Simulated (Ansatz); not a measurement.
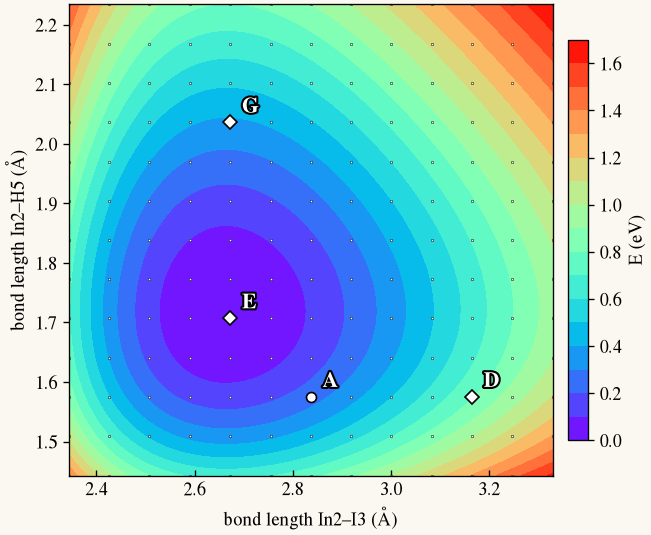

H2IInO, SMILES [OH][InH][I]. Coordinates scanned: (1) bond length In2–I3; (2) bond length In2–H5. Nothing is relaxed (all other coordinates rigid). The scan uses a 13 × 13 grid. Energies are in eV, from the relaxed molecule at the same level. Computed with Ansatz, RKS PBE-D4/def2-TZVP.

The picture shows filled contours, dots at the grid points, lettered points. Between grid points the surface is interpolated.

**Is D the lowest point of the computed grid?**

No. D lies 0.79 eV above the lowest grid point, which is at bond length In2–I3 = 2.673 Å, bond length In2–H5 = 1.707 Å.

**Rank the lettered points by energy, lowest first.**

E (0.0011 eV), A (0.26 eV), G (0.38 eV), D (0.79 eV).

**What kind of point is each of A, D, E, G: minimum, saddle, maximum or slope?**

A: on a slope; D: on a slope; E: minimum; G: on a slope. (In these two coordinates alone; a stationary point may lie a little off the grid point.)
